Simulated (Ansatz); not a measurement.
**Cd (Im-3m): convergence test of the plane-wave cutoff in Python**

How high a cutoff does Cd (Im-3m) need? Wanted for Cd (Im-3m): a convergence test of the plane-wave cutoff.

This is Cd in the bcc structure; at room conditions it is hcp.

All numbers are computed with Ansatz 0.2.0, driven from Python. Level of theory: DFT r2SCAN, plane waves, PAW.

**1. The structure**

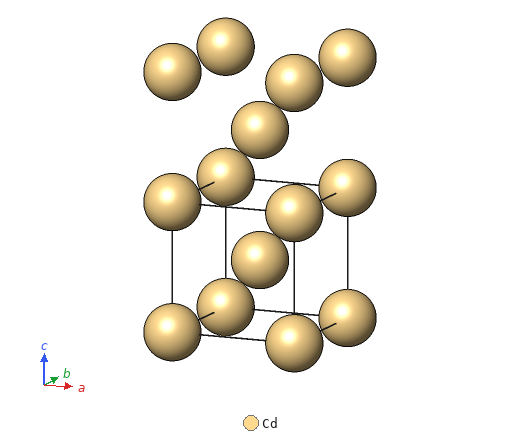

The structure that the script starts from, seen slightly off an axis (cadmium orange). 1×1×2 cells are drawn. The cell is the conventional one. Atoms on cell faces are repeated.

No structure file is read: the coordinates are typed or built in the script.

**2. Script**

ecut.py

```python
# -*- coding: utf-8 -*-
"""Cutoff test for Cd."""

from dataclasses import dataclass
import csv

import ansatz as az


@dataclass
class RunConfig:
    xc: str = "r2scan"
    kgrid: tuple[int, ...] = (9, 9, 9)
    width_ev: float = 0.3
    max_scf: int = 150


cfg = RunConfig()

crystal = (
    az.Lattice.of([-1.784322, 1.784322, 1.784322], [1.784322, -1.784322, 1.784322], [1.784322, 1.784322, -1.784322])
    .atom("Cd", [0.0, 0.0, 0.0])
)

calc = (
    crystal.calculation()
    .functional(cfg.xc)
    .kpoints(*cfg.kgrid, shift=0.5)
    .occupations(az.OccupationsMethod.COLD, width=cfg.width_ev)
    .scf(max_iterations=cfg.max_scf)
)

rows = []
for value in [250, 350, 450, 550, 650]:
    data = calc.basis(value).run().report
    rows.append((value, data["free_energy_ev"] / len(data["lattice"]["sites"]), data["n_iterations"], data["n_pw"]))

with open("ecut.csv", "w", newline="") as handle:
    writer = csv.writer(handle)
    writer.writerow(["cutoff (eV)", "F/atom (eV)", "iterations", "plane waves"])
    writer.writerows([round(v, 5) if isinstance(v, float) else v for v in row] for row in rows)

# differences from the last row
for row in rows[:-1]:
    shift = 1000 * (row[1] - rows[-1][1])
    print(f"{row[0]}: {shift:+.2f} meV/atom" + ("  (within 2 meV)" if abs(shift) < 2 else ""))
```

**3. The input behind the calls**

The package turns the script's settings into the engine's input (first run):

```yaml
crystal:
  lattice:
    - [-1.784322, 1.784322, 1.784322]
    - [1.784322, -1.784322, 1.784322]
    - [1.784322, 1.784322, -1.784322]
  atoms:
    - { symbol: Cd, position: [0.0, 0.0, 0.0] }
basis:
  ecutwfc: 250.0
kpoints:
  mp_grid:
    grid: [9, 9, 9]
    shift: [0.5, 0.5, 0.5]
hamiltonian:
  xc: r2scan
scf:
  max_iter: 150
  occupations:
    method: cold
    width: 0.3
```

**4. The run**

Command:

```console
$ python ecut.py
```

Log:

```text
DeckWarning: basis.ecutwfc = 250 eV is below the records' recommended 500 eV, and the density's cutoff is lower with it unless basis.ecutrho_ratio is high enough to keep the records' density cutoff: compare with a run at a higher cutoff
DeckWarning: basis.ecutwfc = 350 eV is below the records' recommended 500 eV, and the density's cutoff is lower with it unless basis.ecutrho_ratio is high enough to keep the records' density cutoff: compare with a run at a higher cutoff
DeckWarning: basis.ecutwfc = 450 eV is below the records' recommended 500 eV, and the density's cutoff is lower with it unless basis.ecutrho_ratio is high enough to keep the records' density cutoff: compare with a run at a higher cutoff
250: +1559.45 meV/atom
350: +16.14 meV/atom
450: +5.89 meV/atom
550: +1.27 meV/atom  (within 2 meV)
```

(Warnings from the package without file and line.)

Run time: 5 s. Hardware: 1 thread of Arm Neoverse V2, shared host; peak memory 0.38 GiB.

File ecut.csv afterwards:

```csv
cutoff (eV),F/atom (eV),iterations,plane waves
250,-8266.53575,7,201
350,-8268.07906,6,321
450,-8268.08931,5,531
550,-8268.09393,5,675
650,-8268.0952,5,887
```

**5. What changed from run to run**

The engine's inputs for some of the other runs:

Run 2, against run 1:

```diff
@@ -9 +9 @@
-  ecutwfc: 250.0
+  ecutwfc: 350.0
```

Run 3, against run 1:

```diff
@@ -9 +9 @@
-  ecutwfc: 250.0
+  ecutwfc: 450.0
```

Run 4, against run 1:

```diff
@@ -9 +9 @@
-  ecutwfc: 250.0
+  ecutwfc: 550.0
```

Lines on the test bed's own set-up are left out of the output.

A comment line of the script is reworded here; the code is as run.

**6. Run by run**

From the records of these 5 runs:

| run | cutoff (eV) | energy from run 5 (meV/atom) | SCF cycles | CPU time (s) |
| --- | --- | --- | --- | --- |
| 1 | 250 | 1559.45 | 7 | 0.6 |
| 2 | 350 | 16.14 | 6 | 0.57 |
| 3 | 450 | 5.89 | 5 | 0.8 |
| 4 | 550 | 1.27 | 5 | 0.84 |
| 5 | 650 | 0.00 | 5 | 1.2 |

Energies are free energies F = E - TS of the smeared occupations. 

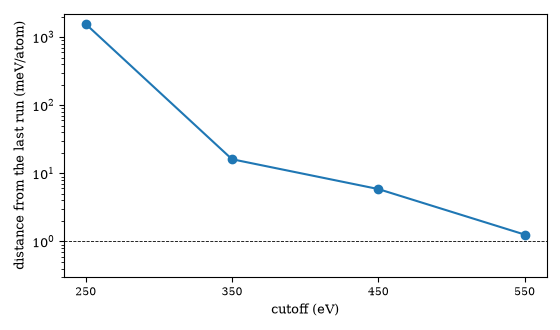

How far each run lies from the last one; the dashed line marks 1 meV/atom.

**7. Summary of results**

```
                              quantity           value
                         runs compared               5
       last run but one, from the last  +1.27 meV/atom
within 5 meV/atom of the last run from             550
```

Runs 1, 2, 3: each has a cutoff under the recommended one, so what rests on them isn't a property of the system. From 550 eV on it stays within 2 meV an atom of the value at 650 eV; the first row (250 eV) is off by 1559.5 meV and the last but one by 1.27 meV. The energy falls steadily, as expected when plane waves are added. Caveats:
- For a metal this k-point mesh is coarse: on a finer one energies can move by several to tens of meV an atom and pressures by half a GPa or more, differences at one mesh by less.
- This isn't the structure that Cd takes at ambient conditions.
- Shifts are counted from the last row, which is itself no proven limit. Whether this is the phase that is stable at ambient conditions was not tested.
